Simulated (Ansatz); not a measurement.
# C$_{2}$H$_{6}$ClIn: single-point calculation

System: C$_{2}$H$_{6}$ClIn.
Method: RKS PBE0-D4/def2-TZVPP (Ansatz 0.2.0).

The geometry comes from this level: PBE0-D4/def2-TZVP.

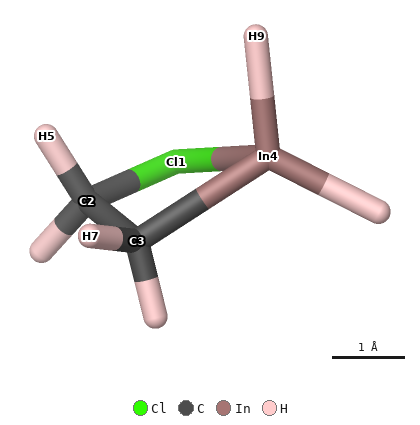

The input geometry (stick view, seen at a tilt; atoms are numbered from 1 in the order of the input). Sticks mark near contacts. Bond lengths as drawn: Cl–In 2.94 Å, C–C 1.50 Å, C–Cl 1.83 Å, C–H 1.09 Å, C–In 2.19 Å and H–In 1.72 to 1.73 Å.

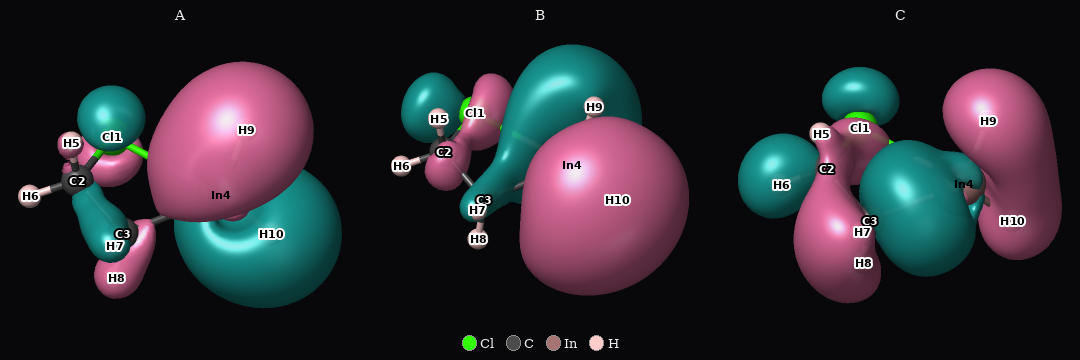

Three frontier orbitals at ±0.06 Å⁻³ᐟ² (teal and pink are the two phases). A is the HOMO−1 (−7.87 eV). It lies mainly on In4 (35 %), H10 (30 %) and H9 (25 %). C is the HOMO (−7.28 eV). Its weight (Hirshfeld) is mainly on C3 (35 %), In4 (25 %) and H9 (10 %). B is the LUMO (−1.08 eV). By Hirshfeld shares it lies mainly on In4 (75 %). The HOMO–LUMO gap is 6.20 eV between the orbital energies.

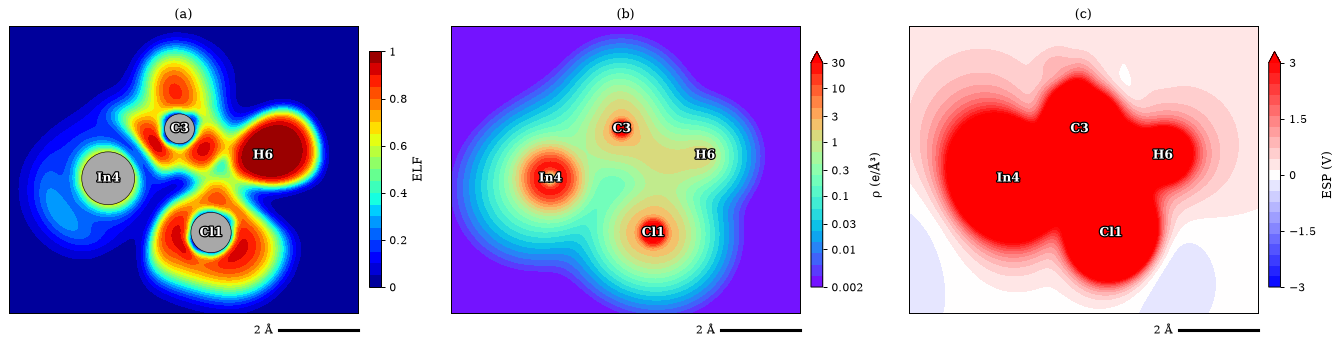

(a) ELF; (b) total electron density; (c) molecular electrostatic potential on the plane of atoms Cl1, In4 and C3. Grey discs, where drawn, cover atomic cores. Atoms in the plane: Cl, C, In and H. C–In (2.19 Å): ρ at the midpoint is about 0.63 e/Å³; the ELF peaks at about 0.95 in the valence shell of C, 0.7 Å from its nucleus, and is about 0.35 at the midpoint. In–Cl (2.94 Å): ρ at the midpoint is about 0.16 e/Å³; the ELF peaks at about 0.85 in the valence shell of Cl, 0.8 Å from its nucleus, and drops to about 0.10 between the two atoms, which marks a largely ionic contact.

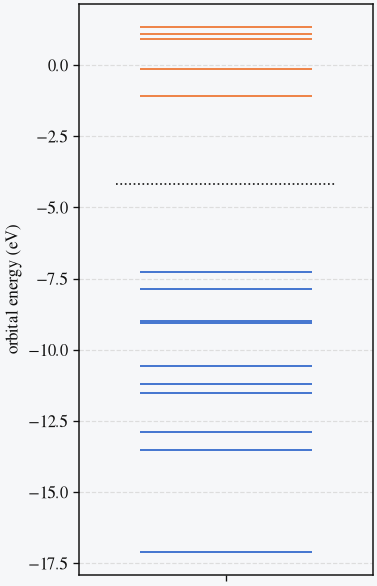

Orbital energies near the frontier; the dotted line parts filled from empty levels, and levels within 0.02 eV of each other stand side by side. Highest filled −7.28 eV, lowest empty −1.08 eV, 6.20 eV apart.

The input and output of the run follow.

The input:
```yaml
crystal:
  periodic: [false, false, false]
  atoms:
    - {symbol: Cl, position_ang: [-1.525365, 0.266032, -1.299820]}
    - {symbol: C, position_ang: [-0.803891, -0.995777, -0.186200]}
    - {symbol: C, position_ang: [0.611188, -0.625763, 0.160337]}
    - {symbol: In, position_ang: [0.611911, 1.564727, 0.238603]}
    - {symbol: H, position_ang: [-1.461525, -0.996233, 0.681525]}
    - {symbol: H, position_ang: [-0.926032, -1.931727, -0.731864]}
    - {symbol: H, position_ang: [0.894654, -1.088973, 1.108324]}
    - {symbol: H, position_ang: [1.306533, -0.961545, -0.610308]}
    - {symbol: H, position_ang: [-0.300911, 2.312163, 1.500706]}
    - {symbol: H, position_ang: [1.593449, 2.457096, -0.861284]}
basis:
  gaussian: {orbitals: def2-TZVPP}
hamiltonian: {xc: pbe0, dispersion: d4}
output: {orbitals: {seedname: orbitals}}
```

Run as:
```bash
ansatz run in.yaml --threads 4 --pin off --events-out ev --progress --plain --max-ram 10444MiB
```

What the program printed:
```
Functional definition: PBE0
  name "PBE0"
  cite "Adamo & Barone, J. Chem. Phys. 110, 6158 (1999) doi:10.1063/1.478522"
  cite "Perdew, Burke & Ernzerhof, Phys. Rev. Lett. 77, 3865 (1996) doi:10.1103/PhysRevLett.77.3865"
  parent pbe
  parameter a = 0.25
  parameter kappa = 0.804
  parameter beta = 0.06672455060314922
  exchange = (1 - a)*pbe_x(kappa = kappa, mu = beta*pi^2/3) + a*exact_x
  correlation = pbe_c(beta = beta)
1520 factors; their error is unknown
mean field evaluation 1: about -19854.0643 eV, gradient 5.8e1 eV
mean field evaluation 2: about -19843.5010 eV, gradient 8.3e1 eV
mean field evaluation 4: about -19862.0390 eV, gradient 3.4e0 eV
mean field evaluation 8: about -19862.0595 eV, gradient 5.3e-2 eV
mean field evaluation 16: about -19862.1247 eV, gradient 6.4e-5 eV
mean field -19862.12465490 eV, -729.9196180358 hartree, gradient 6.4e-5 eV, S^2 0.000000; 0 other end points of the search recorded, 0 dependent functions left out
reference -19862.12469783 eV, -729.9196196136 hartree; 28, 28 occupied and 210, 210 virtual orbitals, 1520 factors
Total energy: -19862.31809028 eV, -729.9267266551 hartree
```

Key numbers:

| quantity | value |
| --- | --- |
| outcome | converged |
| total energy | −19862.3181 eV |
| mean-field energy | −19862.1247 eV |
| dispersion energy | −0.1934 eV |
| SCF solution under orbital rotations | stable |
| HOMO | −7.28 eV |
| LUMO | −1.08 eV |
| hardware | 4 threads of Arm Neoverse V2, 23 GiB of memory available, shared host |
| wall time | 2.5 s (CPU time 9.4 s) |
| peak memory | 0.62 GiB |
